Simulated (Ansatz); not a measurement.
# AsF− (quartet): from Hartree-Fock to the top rungs, aug-cc-pVTZ

Aim: climb from Hartree-Fock through coupled cluster and multireference methods for AsF− (quartet) at one geometry and basis, and see what each rung misses.

Method: aug-cc-pVTZ, core rule «outside noble gas», up to 15 orbitals frozen; program: Ansatz 0.2.0, Gaussian basis.

The runs, in order: UHF; CCSD(T) on ROHF; CCSD(T) on UHF; BCCD(T) on ROHF; CCSDT(Q) on ROHF; CCSDT(Q) on UHF; CASSCF and NEVPT2, 13 electrons in 8 orbitals.

3 further runs of the same task are left out: 3 set aside as unsound or not needed. Runs told in other sessions of the task aren't counted.

## 1. The geometry

The geometry is a PBE0/def2-TZVPD stationary point (not a proven minimum) of the parent state, kept for this charge and spin. No spin-orbit coupling is included. The filled d shell of As may be among the frozen orbitals whatever the setting's name suggests.

2 atoms, charge -1, spin multiplicity 4.

Atoms are counted from 1 here; the program's logs count them from 0.

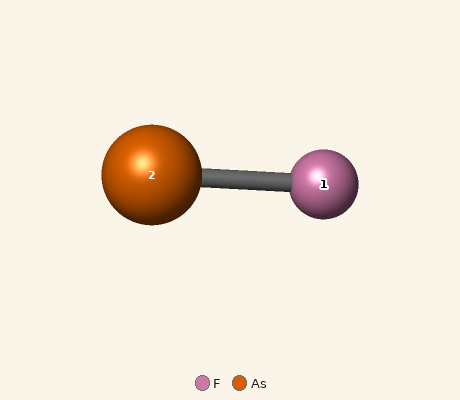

The geometry (fluorine pink, arsenic orange); atoms are numbered from 1 in the order of the file.

In the tables R marks a restricted open-shell determinant and U an unrestricted one; 'valence' is the active space of 13 electrons in 8 orbitals; energies count from the table's Hartree-Fock row.

## 2. UHF

in.yaml reads:

```yaml
crystal:
  periodic: [false, false, false]
  atoms:
    - {symbol: F, position_ang: [0.000000, 0.000000, 0.000000]}
    - {symbol: As, position_ang: [0.000000, 0.000000, 1.847000]}
basis:
  gaussian: {orbitals: aug-cc-pVTZ}
total_charge: -1
magnetization: {spin_polarized: true, initial_magnetization: 3}
hamiltonian: {xc: hf}
output: {orbitals: {seedname: orbitals}}
```

Command:

```sh
$ ansatz run in.yaml --threads 1 --pin off --events-out ev --progress --plain --max-ram 3968MiB --backend cpu
```

The log of the run:

```text
Functional definition: HF
  name "HF"
  cite "Fock, Z. Phys. 61, 126 (1930) doi:10.1007/BF01340294"
  parent pbe
  exchange = exact_x
  correlation = 0
773 factors; their error is unknown
mean field evaluation 1: about -63492.6819 eV, gradient 4.2e1 eV
mean field evaluation 2: about -63496.7464 eV, gradient 4.3e1 eV
mean field evaluation 4: about -63501.7122 eV, gradient 2.6e0 eV
mean field evaluation 8: about -63501.8622 eV, gradient 2.1e-1 eV
mean field evaluation 16: about -63503.1322 eV, gradient 1.9e-3 eV
mean field evaluation 32: about -63502.4640 eV, gradient 1.2e0 eV
mean field evaluation 64: about -63502.6705 eV, gradient 1.8e0 eV
mean field evaluation 96: about -63502.5324 eV, gradient 1.2e0 eV
mean field evaluation 128: about -63488.4263 eV, gradient 1.9e1 eV
mean field -63503.13216785 eV, -2333.6970631994 hartree, gradient 1.4e-5 eV, S^2 3.762161; 2 other end points of the search recorded, 0 dependent functions left out
reference -63503.13216785 eV, -2333.6970631994 hartree; 23, 20 occupied and 82, 85 virtual orbitals, 773 factors
Total energy: -63503.13216785 eV, -2333.6970631994 hartree
```

Run time: 6.5 s. Hardware: 1 thread of AMD EPYC 7R13, shared host.

From the report: ⟨S²⟩ of the determinant 3.762 (pure quartet: 3.75).

## 3. CCSD(T) on ROHF

Edit in.yaml of step 2 so:

```diff
@@ -8,4 +8,3 @@
 total_charge: -1
-magnetization: {spin_polarized: true, initial_magnetization: 3}
-hamiltonian: {xc: hf}
-output: {orbitals: {seedname: orbitals}}
+magnetization: {spin_polarized: false, initial_magnetization: 3}
+correlation: {method: ccsd_t, electrons: outside_noble_gas}
```

Command:

```sh
$ ansatz run in.yaml --threads 2 --pin off --events-out ev --progress --plain --max-ram 23808MiB --backend cuda --devices 0, --max-vram 18GiB
```

The log of the run, shortened:

```text
Functional definition: HF
  name "HF"
  cite "Fock, Z. Phys. 61, 126 (1930) doi:10.1007/BF01340294"
  parent pbe
[...]
673 factors; integrals over basis functions are off by at most 9.9e-4 eV
[...]
mean field -63503.03324000 eV, -2333.6934276680 hartree, gradient 7.5e-6 eV, S^2 3.750000; 7 other end points of the search recorded, 0 dependent functions left out
[...]
determinant -63503.03324000 eV, -2333.6934276680 hartree, with singles and doubles -63513.56653748 eV, -2334.0805192107 hartree
determinant -63501.75981218 eV, -2333.6466300587 hartree, with singles and doubles -63511.99005605 eV, -2334.0225845868 hartree
determinant -63500.66605315 eV, -2333.6064351560 hartree, with singles and doubles -63511.17644051 eV, -2333.9926847670 hartree
15 core orbitals not correlated: weight in the atoms' cores, before any rotation towards them, 0.999 or more for the frozen orbitals, at most 0.001 for the correlated occupied ones
reference -63503.03324000 eV, -2333.6934276680 hartree; 8, 5 occupied and 82, 85 virtual orbitals, 673 factors
second order -10.25587966 eV of doubles, -0.04760872 eV of singles
cycle   1  -10.48070573 eV  change   -5.8e-1 eV  update   3.2e-2
[...]
cycle  12  -10.51612891 eV  change    1.7e-6 eV  update   1.3e-5
perturbative correction -0.42982452 eV, -0.0157957597 hartree
Total energy: -63513.97919342 eV, -2334.0956840370 hartree
```

It took 5.5 s on 1 × H100 (card shared with other runs) with 2 threads of AMD EPYC 7R13, shared host; peak host memory 0.81 GiB.

From the report: correlation -10.9460 eV; T1 0.029; largest double amplitude 0.03.

## 4. CCSD(T) on UHF

Edit in.yaml of step 3 so:

```diff
@@ -8,3 +8,3 @@
 total_charge: -1
-magnetization: {spin_polarized: false, initial_magnetization: 3}
+magnetization: {spin_polarized: true, initial_magnetization: 3}
 correlation: {method: ccsd_t, electrons: outside_noble_gas}
```

Same command.

The log of the run, shortened:

```text
Functional definition: HF
  name "HF"
  cite "Fock, Z. Phys. 61, 126 (1930) doi:10.1007/BF01340294"
  parent pbe
[...]
673 factors; integrals over basis functions are off by at most 9.9e-4 eV
[...]
mean field -63503.13312844 eV, -2333.6970985007 hartree, gradient 1.3e-6 eV, S^2 3.762161; 9 other end points of the search recorded, 0 dependent functions left out
determinant -63503.13312844 eV, -2333.6970985007 hartree, with singles and doubles -63513.57183347 eV, -2334.0807138349 hartree
determinant -63502.16130362 eV, -2333.6613845970 hartree, with singles and doubles -63512.48835578 eV, -2334.0408967642 hartree
determinant -63501.91603066 eV, -2333.6523709822 hartree, with singles and doubles -63511.99492625 eV, -2334.0227635633 hartree
determinant -63500.77258720 eV, -2333.6103502101 hartree, with singles and doubles -63511.16083970 eV, -2333.9921114480 hartree
15 core orbitals not correlated: weight in the atoms' cores, before any rotation towards them, 0.999 or more for the frozen orbitals, at most 0.001 for the correlated occupied ones
reference -63503.13312844 eV, -2333.6970985007 hartree; 8, 5 occupied and 82, 85 virtual orbitals, 673 factors
second order -10.15856877 eV of doubles, -0.00000000 eV of singles
cycle   1  -10.39497214 eV  change   -5.6e-1 eV  update   2.9e-2
[...]
cycle  12  -10.42784282 eV  change    4.9e-6 eV  update   1.2e-5
perturbative correction -0.42657148 eV, -0.0156762129 hartree
Total energy: -63513.98754275 eV, -2334.0959908689 hartree
```

It took 3.7 s on 1 × H100 (card shared with other runs) with 2 threads of AMD EPYC 7R13, shared host; peak host memory 0.81 GiB.

From the report: ⟨S²⟩ of the determinant 3.762 (pure quartet: 3.75); correlation -10.8544 eV; T1 0.036; largest double amplitude 0.03.

## 5. BCCD(T) on ROHF

Edit in.yaml of step 4 so:

```diff
@@ -8,3 +8,3 @@
 total_charge: -1
-magnetization: {spin_polarized: true, initial_magnetization: 3}
-correlation: {method: ccsd_t, electrons: outside_noble_gas}
+magnetization: {spin_polarized: false, initial_magnetization: 3}
+correlation: {method: bccd_t, electrons: outside_noble_gas}
```

Same command.

The log of the run, shortened:

```text
Functional definition: HF
  name "HF"
  cite "Fock, Z. Phys. 61, 126 (1930) doi:10.1007/BF01340294"
  parent pbe
[...]
673 factors; integrals over basis functions are off by at most 9.9e-4 eV
[...]
mean field -63503.03324000 eV, -2333.6934276680 hartree, gradient 7.5e-6 eV, S^2 3.750000; 7 other end points of the search recorded, 0 dependent functions left out
[...]
determinant -63503.03324000 eV, -2333.6934276680 hartree, with singles and doubles -63513.56653748 eV, -2334.0805192107 hartree
determinant -63501.75981218 eV, -2333.6466300587 hartree, with singles and doubles -63511.99005605 eV, -2334.0225845868 hartree
determinant -63500.66605315 eV, -2333.6064351560 hartree, with singles and doubles -63511.17644051 eV, -2333.9926847670 hartree
15 core orbitals not correlated: weight in the atoms' cores, before any rotation towards them, 0.999 or more for the frozen orbitals, at most 0.001 for the correlated occupied ones
reference -63503.03324000 eV, -2333.6934276680 hartree; 8, 5 occupied and 82, 85 virtual orbitals, 673 factors
second order -10.25587966 eV of doubles, -0.04760872 eV of singles
cycle   1  -10.44877123 eV  change   -5.4e-1 eV  update   3.5e-2
[...]
cycle  13  -10.48219860 eV  change    2.4e-6 eV  update   9.7e-6
perturbative correction -0.47156695 eV, -0.0173297657 hartree
Total energy: -63513.98700554 eV, -2334.0959711271 hartree
```

Wall time 5 s (1 × H100 (card shared with other runs) with 2 threads of AMD EPYC 7R13, shared host); peak host memory 0.82 GiB.

From the report: correlation -10.9538 eV; largest double amplitude 0.03.

## 6. CCSDT(Q) on ROHF

Edit in.yaml of step 5 so:

```diff
@@ -9,2 +9,2 @@
 magnetization: {spin_polarized: false, initial_magnetization: 3}
-correlation: {method: bccd_t, electrons: outside_noble_gas}
+correlation: {method: ccsdt_q, electrons: outside_noble_gas}
```

The command is unchanged.

The log of the run, shortened:

```text
Functional definition: HF
  name "HF"
  cite "Fock, Z. Phys. 61, 126 (1930) doi:10.1007/BF01340294"
  parent pbe
[...]
1165 factors; integrals over basis functions are off by at most 1.6e-7 eV
[...]
mean field -63503.03326222 eV, -2333.6934284846 hartree, gradient 2.5e-6 eV, S^2 3.750000; 9 other end points of the search recorded, 0 dependent functions left out
[...]
determinant -63503.03326222 eV, -2333.6934284846 hartree, with singles and doubles -63513.56657111 eV, -2334.0805204466 hartree
determinant -63501.75984643 eV, -2333.6466313174 hartree, with singles and doubles -63511.99010486 eV, -2334.0225863806 hartree
determinant -63500.66608689 eV, -2333.6064363957 hartree, with singles and doubles -63511.17648823 eV, -2333.9926865210 hartree
15 core orbitals not correlated: weight in the atoms' cores, before any rotation towards them, 0.999 or more for the frozen orbitals, at most 0.001 for the correlated occupied ones
reference -63503.03326222 eV, -2333.6934284846 hartree; 8, 5 occupied and 82, 85 virtual orbitals, 1165 factors
second order -10.25589426 eV of doubles, -0.04760870 eV of singles
cycle   1  -10.16398778 eV  change    1.4e-1 eV  update   1.1e-1
[...]
cycle  21  -10.96492199 eV  change    4.6e-7 eV  update   9.7e-7
perturbative correction -0.01167135 eV, -0.0004289142 hartree
Total energy: -63514.00985556 eV, -2334.0968108495 hartree
```

It took 51 s on 1 × H100 (card shared with other runs) with 2 threads of AMD EPYC 7R13, shared host; peak host memory 2 GiB.

From the report: correlation -10.9766 eV; T1 0.032; largest double amplitude 0.03.

## 7. CCSDT(Q) on UHF

Edit in.yaml of step 6 so:

```diff
@@ -8,3 +8,3 @@
 total_charge: -1
-magnetization: {spin_polarized: false, initial_magnetization: 3}
+magnetization: {spin_polarized: true, initial_magnetization: 3}
 correlation: {method: ccsdt_q, electrons: outside_noble_gas}
```

Same command.

The log of the run, shortened:

```text
Functional definition: HF
  name "HF"
  cite "Fock, Z. Phys. 61, 126 (1930) doi:10.1007/BF01340294"
  parent pbe
[...]
1165 factors; integrals over basis functions are off by at most 1.6e-7 eV
[...]
mean field -63503.13315053 eV, -2333.6970993122 hartree, gradient 2.8e-6 eV, S^2 3.762161; 7 other end points of the search recorded, 0 dependent functions left out
determinant -63503.13315053 eV, -2333.6970993122 hartree, with singles and doubles -63513.57186709 eV, -2334.0807150702 hartree
determinant -63502.16131592 eV, -2333.6613850492 hartree, with singles and doubles -63512.48837158 eV, -2334.0408973448 hartree
determinant -63501.91606445 eV, -2333.6523722238 hartree, with singles and doubles -63511.99496990 eV, -2334.0227651676 hartree
determinant -63500.77262077 eV, -2333.6103514436 hartree, with singles and doubles -63511.16104621 eV, -2333.9921190370 hartree
15 core orbitals not correlated: weight in the atoms' cores, before any rotation towards them, 0.999 or more for the frozen orbitals, at most 0.001 for the correlated occupied ones
reference -63503.13315053 eV, -2333.6970993122 hartree; 8, 5 occupied and 82, 85 virtual orbitals, 1165 factors
second order -10.15858394 eV of doubles, -0.00000000 eV of singles
cycle   1  -10.04785779 eV  change    1.1e-1 eV  update   1.2e-1
[...]
cycle  21  -10.87511169 eV  change    3.1e-7 eV  update   9.4e-7
perturbative correction -0.01880712 eV, -0.0006911490 hartree
Total energy: -63514.02706934 eV, -2334.0974434443 hartree
```

It took 56 s on 1 × H100 (card shared with other runs) with 2 threads of AMD EPYC 7R13, shared host; peak host memory 1.6 GiB.

From the report: ⟨S²⟩ of the determinant 3.762 (pure quartet: 3.75); correlation -10.8939 eV; T1 0.039; largest double amplitude 0.03.

## 8. CASSCF and NEVPT2, 13 electrons in 8 orbitals

in.yaml reads:

```yaml
crystal:
  periodic: [false, false, false]
  atoms:
    - {symbol: F, position_ang: [0.000000, 0.000000, 0.000000]}
    - {symbol: As, position_ang: [0.000000, 0.000000, 1.847000]}
basis:
  gaussian: {orbitals: aug-cc-pVTZ}
total_charge: -1
magnetization: {spin_polarized: false, initial_magnetization: 3}
correlation: {method: sc_nevpt2, electrons: outside_noble_gas, active_space: {window: {electrons: 13, orbitals: 8}, shells: [{species: As, l: s, shell: 4}, {species: As, l: p, shell: 4}, {species: F, l: s, shell: 2}, {species: F, l: p, shell: 2}]}}
```

Same command.

The log of the run, shortened:

```text
Functional definition: HF
  name "HF"
  cite "Fock, Z. Phys. 61, 126 (1930) doi:10.1007/BF01340294"
  parent pbe
[...]
1165 factors; integrals over basis functions are off by at most 1.6e-7 eV
[...]
mean field -63503.03326222 eV, -2333.6934284846 hartree, gradient 2.5e-6 eV, S^2 3.750000; 7 other end points of the search recorded, 0 dependent functions left out
reference -63503.03326222 eV, -2333.6934284846 hartree; 23, 20 occupied and 82, 85 virtual orbitals, 1165 factors
state -63503.05575920 eV, -2333.6942552335 hartree
state -63503.05575920 eV, -2333.6942552335 hartree; corrected -63512.06682970 eV, -2334.0254059662 hartree
Total energy: -63512.06682970 eV, -2334.0254059662 hartree
Checks for a lower state left out: starts, orbital_swaps
```

It took 3.2 s on 1 × H100 (card shared with other runs) with 2 threads of AMD EPYC 7R13, shared host; peak host memory 0.82 GiB.

From the report: 16 determinants; active occupations 2.00, 2.00, 2.00, 2.00, 2.00, 1.00, 1.00, 1.00.

## 9. Natural occupations

Natural occupations of the CASSCF valence state about the gap (report; correlated orbitals 4 to 8): 1.999, 1.999, 1.001, 1.001, 1.001. The count of effectively unpaired electrons, Σ n²(2 − n)², is 3.00; a single determinant of this spin has 3.

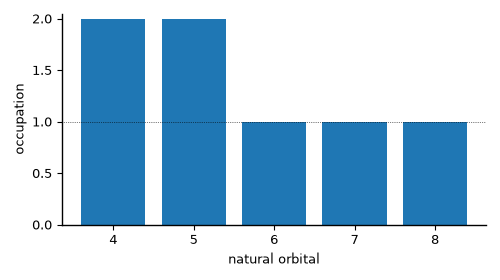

Natural occupations of the CASSCF valence state.

## 10. All levels against the top one

The yardstick is UCCSDT(Q), where the cluster series has nearly closed. Rows without a time are mean-field rows or come out of runs for another level: lower rungs of the coupled-cluster runs, CASSCF and MRCISD of the multireference runs, or the Hartree-Fock search.

Differences are taken before rounding.

```csv
method,energy from the lowest ROHF (kcal/mol),from UCCSDT(Q) (kcal/mol),time
ROHF,0.00,+253.52,
UHF,-2.30,+251.22,
RMP2,-237.60,+15.92,
UMP2,-236.57,+16.96,
RCCSD,-242.51,+11.02,
UCCSD,-242.78,+10.75,
RCCSD(T),-252.42,+1.10,5.5 s
UCCSD(T),-252.61,+0.91,3.7 s
BCCD(T),-252.60,+0.92,5 s
RCCSDT,-252.86,+0.67,
UCCSDT,-253.09,+0.43,
RCCSDT(Q),-253.13,+0.40,51 s
UCCSDT(Q),-253.52,0,56 s
CASSCF valence,-0.52,+253.00,
NEVPT2 valence,-208.32,+45.20,3.2 s
```

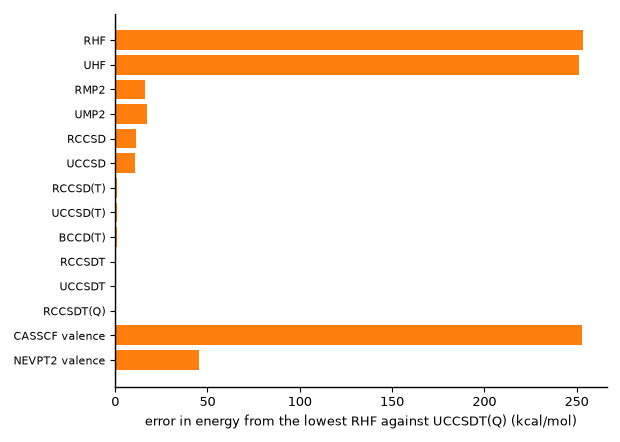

How far each level lands from UCCSDT(Q).

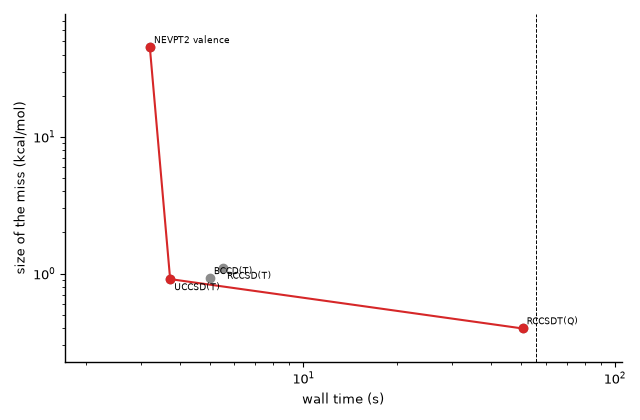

Miss against cost. Red marks the levels that no quicker level drawn beats (of those quicker than the yardstick), and the dashed line is the time of UCCSDT(Q). Times are from a shared host.

## 11. Results

| quantity | value |
| --- | --- |
| UCCSDT(Q) from the ROHF energy | -10.9938 eV |
| RMP2 from UCCSDT(Q) | +15.92 kcal/mol |
| UMP2 from UCCSDT(Q) | +16.96 kcal/mol |
| RCCSD from UCCSDT(Q) | +11.02 kcal/mol |
| RCCSD(T) from UCCSDT(Q) | +1.10 kcal/mol |
| UCCSD(T) from UCCSDT(Q) | +0.91 kcal/mol |
| RCCSDT(Q) from UCCSDT(Q) | +0.40 kcal/mol |
| NEVPT2 valence from UCCSDT(Q) | +45.20 kcal/mol |
| levels within 1 kcal/mol (43 meV) | UCCSD(T), BCCD(T), RCCSDT, UCCSDT, RCCSDT(Q) |
| T1 diagnostic | 0.029 |
| effectively unpaired electrons | 3.00 |

RCCSD(T) misses by +1.10 kcal/mol, 0.4 % of the correlation energy. One determinant dominates. These misses are within one basis, not against nature; the frozen cores of restricted and unrestricted runs differ, which can shift their rows. The highest orbital lies above zero: the basis alone holds the extra electron.

RCCSDT(Q) reaches 0.40 kcal/mol from the reference in 51 s, where UCCSDT(Q) took 56 s; the quickest level in the cost chart, NEVPT2 valence, takes 3.2 s and misses by 45.20 kcal/mol.
